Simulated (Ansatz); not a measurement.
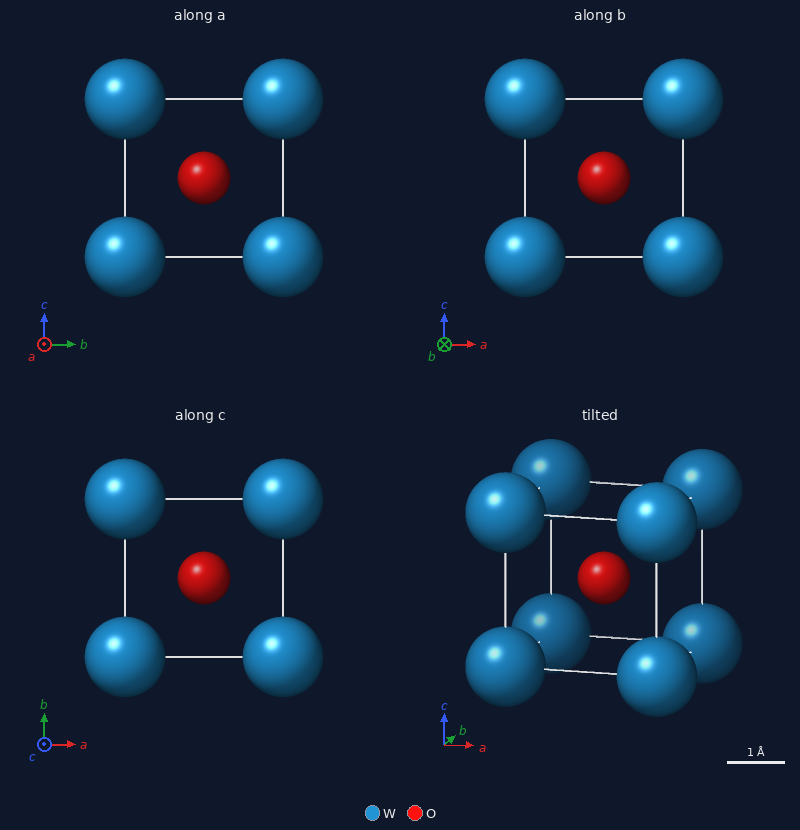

Crystal structure, spheres-only style, seen along the a axis, along the b axis, along the c axis and slightly off an axis. The frame is the conventional unit cell; atoms at its boundary are shown with their periodic copies.

Lattice parameters: a = 2.7843 Å, b = 2.7843 Å, c = 2.7843 Å, α = 90.000°, β = 90.000°, γ = 90.000°.

> Transcribe the picture into a CIF in P1 with every atom of the cell.

```cif
data_structure
_symmetry_space_group_name_H-M 'P 1'
_symmetry_Int_Tables_number 1
_cell_length_a 2.7843
_cell_length_b 2.7843
_cell_length_c 2.7843
_cell_angle_alpha 90.000
_cell_angle_beta 90.000
_cell_angle_gamma 90.000
_cell_volume 21.59
loop_
_atom_site_label
_atom_site_type_symbol
_atom_site_fract_x
_atom_site_fract_y
_atom_site_fract_z
_atom_site_occupancy
W1 W 0.0000 0.0000 0.0000 1
O1 O 0.5000 0.5000 0.5000 1
```

The structure comes from a structure type filled with these elements by a generator (whether the compound takes this form wasn't checked). Earlier steps of the study, as a rule a relaxation of our own, may have changed the cell and positions, so they can lie some per cent off the listed ones. It was set up as input for a calculation with Ansatz.
